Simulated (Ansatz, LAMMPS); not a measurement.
# Elastic response of amorphous Zn20Hg10Se19S11 (60 atoms)

How stiff is amorphous Zn20Hg10Se19S11 (60 atoms)?

Calculated with Ansatz 0.2.0; Kohn-Sham DFT, PBE, PAW (set soft_1), plane waves.

**1. The structure**

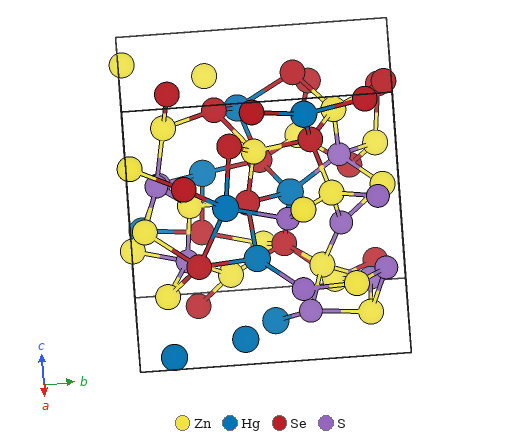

The cell as given, slightly off an axis (zinc yellow, mercury blue, selenium red, sulfur purple). Bonds to atoms that aren't drawn are left out. Some periodic images of atoms are drawn too.

The cell holds 60 atoms: 20 Zn, 10 Hg, 19 Se and 11 S. Its edges and angles: a = 11.236 Å, b = 11.236 Å, c = 11.236 Å, α = 90.0°, β = 90.0°, γ = 90.0°. 60 atoms (20 Zn, 10 Hg, 19 Se, 11 S) placed at random at 6.05 g/cm³, melted at 2500 K for 10 ps at fixed volume with the Stillinger-Weber II-VI potential (Zhou et al., Phys. Rev. B 88, 085309 (2013)). Quenched from 2500 K to 500 K at 100 K/ps and fixed volume, held 5 ps.

What the set-up can't give: The quench rate of 100 K/ps is many orders above laboratory rates, so the cell is likely richer in defects and strain than a real sample. The network of bonds at the start is that of the classical potential that made the cell, and needn't be the one that DFT or experiment would give. The Brillouin zone is sampled at Γ only. No spin–orbit coupling is included, so levels derived from the heavy atoms are approximate.

**2. Single point at the start**

A single point comes first, to see the forces before anything moves.

input.yaml reads:

```yaml
crystal:
  lattice:
    - [11.2355, 0.0, 0.0]
    - [0.0, 11.2355, 0.0]
    - [0.0, 0.0, 11.2355]
  atoms:
    - { symbol: Zn, position: [0.72126, 0.05379, 0.45352] }
    - { symbol: Zn, position: [0.99937, 0.64186, 0.57578] }
    - { symbol: Zn, position: [0.36126, 0.0055, 0.28133] }
    - { symbol: Zn, position: [0.46123, 0.94051, 0.49802] }
    - { symbol: Zn, position: [0.41749, 0.78, 0.78477] }
    - { symbol: Zn, position: [0.518, 0.1491, 0.78792] }
    - { symbol: Zn, position: [0.18293, 0.92492, 0.57888] }
    - { symbol: Zn, position: [0.19601, 0.74089, 0.07245] }
    - { symbol: Zn, position: [0.63492, 0.12204, 0.17545] }
    - { symbol: Zn, position: [0.4605, 0.69768, 0.20617] }
    - { symbol: Zn, position: [0.87987, 0.01444, 0.74481] }
    - { symbol: Zn, position: [0.02083, 0.48733, 0.17722] }
    - { symbol: Zn, position: [0.2312, 0.01432, 0.95819] }
    - { symbol: Zn, position: [0.6969, 0.75065, 0.54634] }
    - { symbol: Zn, position: [0.56276, 0.47563, 0.68679] }
    - { symbol: Zn, position: [0.59881, 0.86376, 0.05246] }
    - { symbol: Zn, position: [0.44729, 0.22687, 0.46372] }
    - { symbol: Zn, position: [0.89794, 0.81897, 0.251] }
    - { symbol: Zn, position: [0.34588, 0.3594, 0.15997] }
    - { symbol: Zn, position: [0.06466, 0.31474, 0.84627] }
    - { symbol: Hg, position: [0.21578, 0.42698, 0.75878] }
    - { symbol: Hg, position: [0.78493, 0.66898, 0.87885] }
    - { symbol: Hg, position: [0.94253, 0.12887, 0.03096] }
    - { symbol: Hg, position: [0.11885, 0.04551, 0.28712] }
    - { symbol: Hg, position: [0.80683, 0.35722, 0.54742] }
    - { symbol: Hg, position: [0.08725, 0.28272, 0.48176] }
    - { symbol: Hg, position: [0.35196, 0.59946, 0.46192] }
    - { symbol: Hg, position: [0.65667, 0.45992, 0.30401] }
    - { symbol: Hg, position: [0.45634, 0.51184, 0.00393] }
    - { symbol: Hg, position: [0.75656, 0.39575, 0.02696] }
    - { symbol: Se, position: [0.80042, 0.89732, 0.9254] }
    - { symbol: Se, position: [0.0994, 0.95092, 0.77954] }
    - { symbol: Se, position: [0.96279, 0.47759, 0.951] }
    - { symbol: Se, position: [0.01072, 0.82484, 0.45106] }
    - { symbol: Se, position: [0.73624, 0.3866, 0.76269] }
    - { symbol: Se, position: [0.01568, 0.26423, 0.23562] }
    - { symbol: Se, position: [0.51532, 0.43887, 0.47946] }
    - { symbol: Se, position: [0.27849, 0.63999, 0.89678] }
    - { symbol: Se, position: [0.42962, 0.34095, 0.81761] }
    - { symbol: Se, position: [0.96829, 0.20755, 0.67625] }
    - { symbol: Se, position: [0.01788, 0.69522, 0.78686] }
    - { symbol: Se, position: [0.6062, 0.68683, 0.7296] }
    - { symbol: Se, position: [0.76168, 0.24417, 0.31756] }
    - { symbol: Se, position: [0.20465, 0.23244, 0.00917] }
    - { symbol: Se, position: [0.43379, 0.97159, 0.88341] }
    - { symbol: Se, position: [0.67669, 0.17183, 0.96161] }
    - { symbol: Se, position: [0.1542, 0.49567, 0.53556] }
    - { symbol: Se, position: [0.0393, 0.89434, 0.08906] }
    - { symbol: Se, position: [0.23783, 0.56394, 0.23427] }
    - { symbol: S, position: [0.36759, 0.87086, 0.11565] }
    - { symbol: S, position: [0.5672, 0.10878, 0.5814] }
    - { symbol: S, position: [0.34374, 0.78883, 0.58978] }
    - { symbol: S, position: [0.81692, 0.58341, 0.49329] }
    - { symbol: S, position: [0.25895, 0.11892, 0.49886] }
    - { symbol: S, position: [0.7158, 0.93152, 0.25058] }
    - { symbol: S, position: [0.85031, 0.62169, 0.22964] }
    - { symbol: S, position: [0.83064, 0.9195, 0.55902] }
    - { symbol: S, position: [0.6426, 0.64302, 0.08517] }
    - { symbol: S, position: [0.55839, 0.77831, 0.38988] }
    - { symbol: S, position: [0.46016, 0.2035, 0.25636] }
kpoints:
  mp_grid: { grid: [1, 1, 1] }
hamiltonian:
  xc: pbe
  pseudopotentials: { kind: paw, azcp: { folder: soft_1 } }
scf:
  occupations: { method: gaussian, width: 0.05 }
output:
  forces: true
```

Launch:

```
$ ansatz run input.yaml --threads 4 --pin off --max-ram 8192MiB --backend cpu --events-out ev --progress --plain --runs-dir out
```

Numbers of over 12 decimals in the logs are rounded to 6 here.

The log of the run:

```text
[...]
Pseudopotentials: kind: paw
Pseudopotential: Zn, paw, valence charge 12, recommended cutoff 420 eV (normal), soft_1/Zn.paw.azcp
Pseudopotential: Hg, paw, valence charge 20, recommended cutoff 420 eV (normal), soft_1/Hg.paw.azcp
Pseudopotential: Se, paw, valence charge 16, recommended cutoff 420 eV (normal), soft_1/Se.paw.azcp
Pseudopotential: S, paw, valence charge 6, recommended cutoff 420 eV (normal), soft_1/S.paw.azcp
[... 5 lines on functional and potentials left out ...]
Crystal: 60 atoms, lattice volume = 1418.330 Å³
Basis set: ecut = 420 eV, 27633 PW (Γ), exchange–correlation on 160×160×160 points (8 copies of the dense FFT grid, shifted against one another)
Bands: 465, of which v1, the nominal top of the filled ones, is band 405 counted from 1 (404 counted from 0)
Symmetry: 1 space group operations
Space group: P1 (ITA 1), of the structure as read, at distance tolerance 1.1e-4 Å
k-points: 1
[... 9 lines on functional and potentials left out ...]
Initial density: superposition of atomic densities (chi_scale 0.1, normalization cell, long waves kept (reshape's long-wave potential 0.66 eV rms))
Initial wavefunctions: pseudopotential atomic-orbital guess
[...]
SCF iter   1: F=—  HF=-318403.427746 eV  |F-HF|=—  |Δ(HF+E_count)|=         —  Δρ=5.78e-2  dr2=1.59e2  ethr=3.10e-3  ⟨swp⟩=6.0  Hψ=1834  notcnv=0  defer=16
preconditioner: auto → LDOS  [insulator: Δε(μ)=0.095 eV  Ē_g=10.015 eV  σ=0.050 eV  W_gap=0.82  n_scr=364 (ndim 8)  ℏωp=22.9 eV  f_vac=0.062  D(μ)=18.16/eV (n_scr^D=80)  ε∞_Penn≈6.2  β→1.0]
[...]
SCF iter  20: F=—  HF=-318381.193638 eV  |F-HF|=—  |Δ(HF+E_count)|=   1.29e-8  Δρ=1.94e-6  dr2=1.19e-7  ethr=3.48e-11  ⟨swp⟩=2.0  Hψ=651  notcnv=0  defer=52
SCF iter  21: F=-318381.193638 eV  HF=-318381.193638 eV  |F-HF|=4.73e-8  |Δ(HF+E_count)|=   1.05e-8  Δρ=1.30e-6  dr2=5.70e-8  ethr=1.23e-11  ⟨swp⟩=3.0  Hψ=1140  notcnv=0
SCF 1 converged in 21 iterations: F = -318381.193638 eV  dr2 = 5.70e-8
[...]
SCF converged after 21 iterations
Free energy (F): -318381.193638 eV
Harris-Foulkes:  -318381.193638 eV  (|F-HF|=4.73e-8)
Internal energy: -318381.133500 eV  (E = F + TS)
E sigma→0 (E₀):  -318381.163569 eV
Entropy (-TS):   -0.060139 eV (-1.002 meV/atom)
Fermi energy:    7.730500 eV
--- Per-component energies (eV) ---
[...]
Σ components = -318381.193638   (vs F -318381.193638, Δ=0.00e0)
--- Forces (eV/Å), atoms counted from 1 ---
  atom   1  Zn     0.15474338     0.25768467    -0.93067178
  atom   2  Zn    -0.51740391     0.01571137     0.22039787
  atom   3  Zn    -0.18093071     0.35095789    -0.46849877
  atom   4  Zn     0.11894061    -0.55782301     0.33977516
[...]
atom  60  S     -0.79526623    -0.67751817    -0.15571341
  max |Σ_I F_I| component: 8.27e-5 eV/Å
```

Run time: 30 s. Hardware: 4 threads of Arm Neoverse V2, shared host; peak memory 2.1 GiB; 1.9 min of CPU time.

The r.m.s. force at the start is 0.51 eV/Å.

**3. Cell and atoms relaxed**

The cell is relaxed with the atoms, since the starting lattice needn't suit this functional.

input.yaml reads:

```yaml
crystal:
  lattice:
    - [11.2355, 0.0, 0.0]
    - [0.0, 11.2355, 0.0]
    - [0.0, 0.0, 11.2355]
  atoms:
    [... the 60 atom lines of step 2 ...]
kpoints:
  mp_grid: { grid: [1, 1, 1] }
hamiltonian:
  xc: pbe
  pseudopotentials: { kind: paw, azcp: { folder: soft_1 } }
scf:
  occupations: { method: gaussian, width: 0.05 }
output:
  forces: true
relax:
  f_tol: 0.05
  max_steps: 150
  cell: {}
```

The log of the run:

```text
[...]
Crystal: 60 atoms, lattice volume = 1418.330 Å³
Basis set: ecut = 420 eV, 27633 PW (Γ), exchange–correlation on 160×160×160 points (8 copies of the dense FFT grid, shifted against one another)
Bands: 486, of which v1, the nominal top of the filled ones, is band 405 counted from 1 (404 counted from 0)
Symmetry: 1 space group operations
[...]
k-points: 1
[...]
SCF iter   1: F=—  HF=-318403.427159 eV  |F-HF|=—  |Δ(HF+E_count)|=         —  Δρ=5.78e-2  dr2=1.59e2  ethr=3.10e-3  ⟨swp⟩=7.0  Hψ=1938  notcnv=0  defer=43
[...]
SCF iter  21: F=-318381.193638 eV  HF=-318381.193638 eV  |F-HF|=4.21e-8  |Δ(HF+E_count)|=   8.79e-9  Δρ=1.20e-6  dr2=5.03e-8  ethr=1.23e-11  ⟨swp⟩=3.0  Hψ=1137  notcnv=0
SCF 1 converged in 21 iterations: F = -318381.193638 eV  dr2 = 5.03e-8
[...]
relax step   1: F+E_penalty+E_count = -318381.19363843 eV  Δ(F+E_penalty+E_count) = +0.000e0 eV  max|allowed force component| = 1.760e0 eV/Å  Δτ_max = 0.0000 Å  P = +0.562 GPa  Ω = 1418.330 Å³  (21 SCF iters, dr2 threshold 1.00e-7 eV, accepted)
[... from here on, the SCF cycles and remarks between the steps are left out ...]
relax step   2: F+E_penalty+E_count = -318384.83193611 eV  Δ(F+E_penalty+E_count) = -3.638e0 eV  max|allowed force component| = 9.416e-1 eV/Å  Δτ_max = 0.1932 Å  P = -0.289 GPa  Ω = 1438.131 Å³  energy of the carried Pulay correction = -6.596e-3 eV  (11 SCF iters, dr2 threshold 6.00e-6 eV, accepted)
relax step   3: F+E_penalty+E_count = -318386.44213973 eV  Δ(F+E_penalty+E_count) = -1.610e0 eV  max|allowed force component| = 8.692e-1 eV/Å  Δτ_max = 0.1910 Å  P = +0.373 GPa  Ω = 1434.033 Å³  energy of the carried Pulay correction = -5.243e-3 eV  (11 SCF iters, dr2 threshold 6.00e-6 eV, accepted)
relax step   4: F+E_penalty+E_count = -318387.40704596 eV  Δ(F+E_penalty+E_count) = -9.649e-1 eV  max|allowed force component| = 4.221e-1 eV/Å  Δτ_max = 0.1960 Å  P = +0.253 GPa  Ω = 1450.827 Å³  energy of the carried Pulay correction = -1.075e-2 eV  (12 SCF iters, dr2 threshold 6.00e-6 eV, accepted)
relax step   5: F+E_penalty+E_count = -318388.15065575 eV  Δ(F+E_penalty+E_count) = -7.436e-1 eV  max|allowed force component| = 4.689e-1 eV/Å  Δτ_max = 0.1942 Å  P = +0.071 GPa  Ω = 1468.270 Å³  energy of the carried Pulay correction = -1.635e-2 eV  (13 SCF iters, dr2 threshold 6.00e-6 eV, accepted)
relax step   6: F+E_penalty+E_count = -318388.83483953 eV  Δ(F+E_penalty+E_count) = -6.842e-1 eV  max|allowed force component| = 7.661e-1 eV/Å  Δτ_max = 0.1915 Å  P = -0.117 GPa  Ω = 1480.390 Å³  energy of the carried Pulay correction = -2.018e-2 eV  (9 SCF iters, dr2 threshold 6.00e-6 eV, accepted)
relax step   7: F+E_penalty+E_count = -318389.36240153 eV  Δ(F+E_penalty+E_count) = -5.276e-1 eV  max|allowed force component| = 8.035e-1 eV/Å  Δτ_max = 0.1943 Å  P = +0.075 GPa  Ω = 1483.317 Å³  energy of the carried Pulay correction = -2.109e-2 eV  (8 SCF iters, dr2 threshold 6.00e-6 eV, accepted)
relax step   8: F+E_penalty+E_count = -318389.85068930 eV  Δ(F+E_penalty+E_count) = -4.883e-1 eV  max|allowed force component| = 3.724e-1 eV/Å  Δτ_max = 0.1949 Å  P = -0.037 GPa  Ω = 1490.130 Å³  energy of the carried Pulay correction = -2.322e-2 eV  (8 SCF iters, dr2 threshold 6.00e-6 eV, accepted)
relax step   9: F+E_penalty+E_count = -318390.24703333 eV  Δ(F+E_penalty+E_count) = -3.963e-1 eV  max|allowed force component| = 2.940e-1 eV/Å  Δτ_max = 0.1956 Å  P = -0.006 GPa  Ω = 1491.340 Å³  energy of the carried Pulay correction = -2.359e-2 eV  (8 SCF iters, dr2 threshold 6.00e-6 eV, accepted)
relax step  10: F+E_penalty+E_count = -318390.58012066 eV  Δ(F+E_penalty+E_count) = -3.331e-1 eV  max|allowed force component| = 2.556e-1 eV/Å  Δτ_max = 0.1996 Å  P = -0.020 GPa  Ω = 1491.819 Å³  energy of the carried Pulay correction = -2.374e-2 eV  (8 SCF iters, dr2 threshold 5.40e-6 eV, accepted)
relax step  11: F+E_penalty+E_count = -318390.85535866 eV  Δ(F+E_penalty+E_count) = -2.752e-1 eV  max|allowed force component| = 2.432e-1 eV/Å  Δτ_max = 0.1922 Å  P = +0.025 GPa  Ω = 1490.744 Å³  energy of the carried Pulay correction = -2.341e-2 eV  (8 SCF iters, dr2 threshold 4.08e-6 eV, accepted)
relax step  12: F+E_penalty+E_count = -318391.11897516 eV  Δ(F+E_penalty+E_count) = -2.636e-1 eV  max|allowed force component| = 2.385e-1 eV/Å  Δτ_max = 0.1959 Å  P = +0.004 GPa  Ω = 1491.645 Å³  energy of the carried Pulay correction = -2.369e-2 eV  (9 SCF iters, dr2 threshold 3.70e-6 eV, accepted)
relax step  13: F+E_penalty+E_count = -318391.42974016 eV  Δ(F+E_penalty+E_count) = -3.108e-1 eV  max|allowed force component| = 3.022e-1 eV/Å  Δτ_max = 0.1931 Å  P = -0.023 GPa  Ω = 1493.998 Å³  energy of the carried Pulay correction = -2.441e-2 eV  (9 SCF iters, dr2 threshold 3.56e-6 eV, accepted)
relax step  14: F+E_penalty+E_count = -318391.72918941 eV  Δ(F+E_penalty+E_count) = -2.994e-1 eV  max|allowed force component| = 2.961e-1 eV/Å  Δτ_max = 0.1951 Å  P = -0.013 GPa  Ω = 1496.822 Å³  energy of the carried Pulay correction = -2.529e-2 eV  (8 SCF iters, dr2 threshold 5.71e-6 eV, accepted)
[...]
relax step  47: F+E_penalty+E_count = -318394.36619836 eV  Δ(F+E_penalty+E_count) = -3.128e-2 eV  max|allowed force component| = 2.501e-1 eV/Å  Δτ_max = 0.1452 Å  P = +0.026 GPa  Ω = 1577.852 Å³  energy of the carried Pulay correction = -1.823e-3 eV  (9 SCF iters, dr2 threshold 1.46e-6 eV, accepted)
relax step  48: F+E_penalty+E_count = -318394.41218456 eV  Δ(F+E_penalty+E_count) = -4.599e-2 eV  max|allowed force component| = 1.878e-1 eV/Å  Δτ_max = 0.1926 Å  P = +0.052 GPa  Ω = 1579.702 Å³  energy of the carried Pulay correction = -2.377e-3 eV  (8 SCF iters, dr2 threshold 3.91e-6 eV, accepted)
relax step  49: F+E_penalty+E_count = -318394.48728095 eV  Δ(F+E_penalty+E_count) = -7.510e-2 eV  max|allowed force component| = 1.654e-1 eV/Å  Δτ_max = 0.1944 Å  P = +0.035 GPa  Ω = 1585.193 Å³  energy of the carried Pulay correction = -4.031e-3 eV  (8 SCF iters, dr2 threshold 2.20e-6 eV, accepted)
relax step  50: F+E_penalty+E_count = -318394.55448988 eV  Δ(F+E_penalty+E_count) = -6.721e-2 eV  max|allowed force component| = 2.106e-1 eV/Å  Δτ_max = 0.1915 Å  P = -0.016 GPa  Ω = 1594.306 Å³  energy of the carried Pulay correction = -6.758e-3 eV  (8 SCF iters, dr2 threshold 1.71e-6 eV, accepted)
relax step  51: F+E_penalty+E_count = -318394.61568953 eV  Δ(F+E_penalty+E_count) = -6.120e-2 eV  max|allowed force component| = 1.262e-1 eV/Å  Δτ_max = 0.2000 Å  P = +0.019 GPa  Ω = 1604.323 Å³  energy of the carried Pulay correction = -9.733e-3 eV  (8 SCF iters, dr2 threshold 2.77e-6 eV, accepted)
relax step  52: F+E_penalty+E_count = -318394.57275804 eV  Δ(F+E_penalty+E_count) = +4.293e-2 eV  max|allowed force component| = 5.135e-1 eV/Å  Δτ_max = 0.1677 Å  P = -0.023 GPa  Ω = 1609.999 Å³  energy of the carried Pulay correction = -1.140e-2 eV  (9 SCF iters, dr2 threshold 9.96e-7 eV, rejected (line search))
relax step  53: F+E_penalty+E_count = -318394.64978115 eV  Δ(F+E_penalty+E_count) = -3.409e-2 eV  max|allowed force component| = 8.780e-2 eV/Å  Δτ_max = 0.0838 Å  P = +0.021 GPa  Ω = 1607.400 Å³  energy of the carried Pulay correction = -1.063e-2 eV  (14 SCF iters, accepted)
relax step  54: F+E_penalty+E_count = -318394.67804368 eV  Δ(F+E_penalty+E_count) = -2.826e-2 eV  max|allowed force component| = 7.344e-2 eV/Å  Δτ_max = 0.0971 Å  P = -0.007 GPa  Ω = 1611.270 Å³  energy of the carried Pulay correction = -1.175e-2 eV  (8 SCF iters, dr2 threshold 4.82e-7 eV, accepted)
relax step  55: F+E_penalty+E_count = -318394.68974369 eV  Δ(F+E_penalty+E_count) = -1.170e-2 eV  max|allowed force component| = 1.379e-1 eV/Å  Δτ_max = 0.1466 Å  P = -0.032 GPa  Ω = 1616.223 Å³  energy of the carried Pulay correction = -1.318e-2 eV  (9 SCF iters, dr2 threshold 3.37e-7 eV, accepted)
relax step  56: F+E_penalty+E_count = -318394.69868945 eV  Δ(F+E_penalty+E_count) = -8.946e-3 eV  max|allowed force component| = 4.132e-2 eV/Å  Δτ_max = 0.0410 Å  P = -0.018 GPa  Ω = 1616.274 Å³  energy of the carried Pulay correction = -1.320e-2 eV  (7 SCF iters, dr2 threshold 1.19e-6 eV, accepted)
relax step  57: F+E_penalty+E_count = -318394.60963135 eV  Δ(F+E_penalty+E_count) = +8.906e-2 eV  max|allowed force component| = 2.663e-1 eV/Å  Δτ_max = 0.1791 Å  P = +0.026 GPa  Ω = 1620.480 Å³  energy of the carried Pulay correction = -1.446e-2 eV  (13 SCF iters, dr2 threshold 6.64e-9 eV, rejected (line search))
relax step  58: F+E_penalty+E_count = -318394.70326573 eV  Δ(F+E_penalty+E_count) = -4.576e-3 eV  max|allowed force component| = 2.205e-2 eV/Å  Δτ_max = 0.0407 Å  P = +0.005 GPa  Ω = 1617.001 Å³  energy of the carried Pulay correction = -1.342e-2 eV  (14 SCF iters, accepted)
relax step  59: F+E_penalty+E_count = -318394.71481472 eV  Δ(F+E_penalty+E_count) = -1.155e-2 eV  max|allowed force component| = 2.190e-2 eV/Å  Δτ_max = 0.0000 Å  P = +0.003 GPa  Ω = 1617.001 Å³  stress off target by 1.73e-2 GPa  SCF on the basis re-selected at this cell (its energy is not comparable with the rows above)  (10 SCF iters)
[...]
SCF converged after 10 iterations
Free energy (F): -318394.714815 eV
[...]
Internal energy: -318394.714815 eV  (E = F + TS)
E sigma→0 (E₀):  -318394.714815 eV
Fermi energy:    6.107303 eV
[...]
--- Forces (eV/Å), atoms counted from 1 ---
  atom   1  Zn    -0.00395682    -0.00042372    -0.00063041
  atom   2  Zn     0.00727434    -0.00139106     0.00644345
  atom   3  Zn     0.00629498     0.00904353     0.00511106
  atom   4  Zn    -0.00287967     0.00413464    -0.00514125
  atom   5  Zn    -0.00102937     0.00104101     0.00749467
  atom   6  Zn     0.00770037    -0.01781977    -0.00511318
  atom   7  Zn     0.00327533     0.00328085    -0.01204778
  atom   8  Zn    -0.00033062     0.01278507     0.00195925
  atom   9  Zn    -0.00656483     0.01052193    -0.00336393
  atom  10  Zn    -0.00832298     0.00247072     0.01119562
  atom  11  Zn     0.00320102    -0.00306360    -0.00443776
  atom  12  Zn     0.00510298     0.00479360    -0.01463955
  atom  13  Zn     0.00438344    -0.00599605    -0.00437243
  atom  14  Zn    -0.00308059    -0.00145619    -0.00402289
[...]
atom  59  S      0.00299827    -0.00420875    -0.00829613
  atom  60  S      0.00761090    -0.00762855     0.01003201
  max |Σ_I F_I| component: 2.60e-6 eV/Å
--- Stress (GPa, compression-positive) ---
        0.012810      -0.001530      -0.007911
       -0.001530      -0.005483       0.005464
       -0.007911       0.005464       0.000251
  P = ⅓ Tr σ = 0.0025 GPa (0.025 kbar)
--- Relaxed structure (57 steps of the walk, 53 accepted, 2 SCFs on fresh bases) ---
  F+E_penalty+E_count = -318394.71481472 eV   max|allowed force component| = 2.190e-2 eV/Å   (the final SCF, on the basis selected at the relaxed cell)
  cell:  # Å, volume = 1617.0013 Å³
    - [12.559090, 0.416348, -0.277502]
    - [0.416348, 10.351348, 0.112116]
    - [-0.277502, 0.112116, 12.462297]
  atoms:
    - { symbol: Zn, position: [0.668447, 0.016134, 0.485809] }
    - { symbol: Zn, position: [0.977896, 0.651644, 0.529164] }
    - { symbol: Zn, position: [0.348178, -0.0022895, 0.304636] }
    - { symbol: Zn, position: [0.432561, 0.945712, 0.516647] }
[...]
- { symbol: S, position: [0.441171, 0.180730, 0.279204] }
```

Elapsed: 23 min, on 4 threads; peak memory 2.4 GiB; 90 min of CPU time.

The relaxation converged after 57 steps, with a largest force component of 0.022 eV/Å.

(Continued in part 2 of 2.)

[Logs are printed without paths, hosts, clocks, repeated set-up lines and the standing remarks that a program may print on its own settings, such as how far it seeks lower states.]

[Hosts, paths, dates, database ids (printed as entryN), source tags and the programs' standing remarks are cut or masked in the printed files.]
